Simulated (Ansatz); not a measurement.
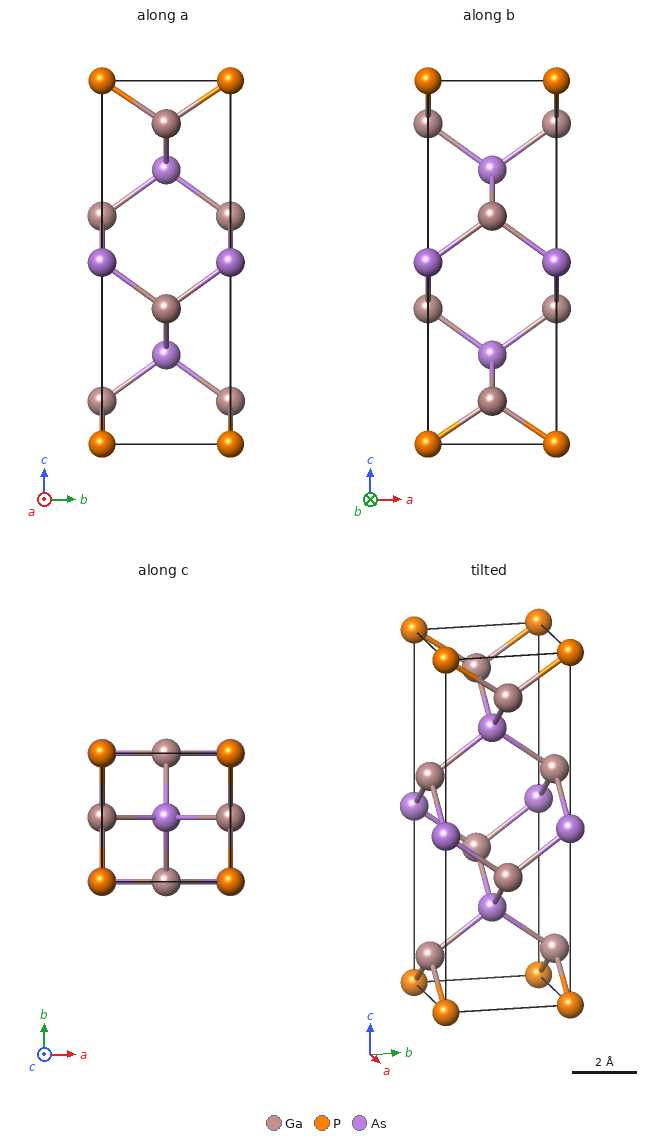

We look at a ball-and-stick model of the crystal along the a axis, along the b axis, along the c axis and slightly off an axis. One conventional unit cell is framed, with atoms on its boundary repeated.

Lattice parameters: a = 4.019 Å, b = 4.019 Å, c = 11.371 Å, α = 90.00°, β = 90.00°, γ = 90.00°.

### Write down what is shown as a table of Wyckoff sites, with free fractional coordinates to two decimals.

Space group P-4m2 (No. 115).
```tsv
atom	site	x	y	z
Ga	2g	0.00	0.50	0.88
Ga	2g	0.00	0.50	0.37
P	1a	0.00	0.00	0.00
As	2f	0.50	0.50	0.25
As	1d	0.00	0.00	0.50
```

Provenance: a structure type filled with these elements by a generator (whether the compound takes this form wasn't checked). Earlier steps of the study, as a rule a relaxation of our own, may have changed the cell and positions, so they can lie some per cent off the listed ones. Ansatz was used for an electronic-structure calculation on it.

At this level of theory the run's own cell isn't at rest (stretched, at -5 GPa), so its distances can differ from those at equilibrium, the more so the softer the solid.
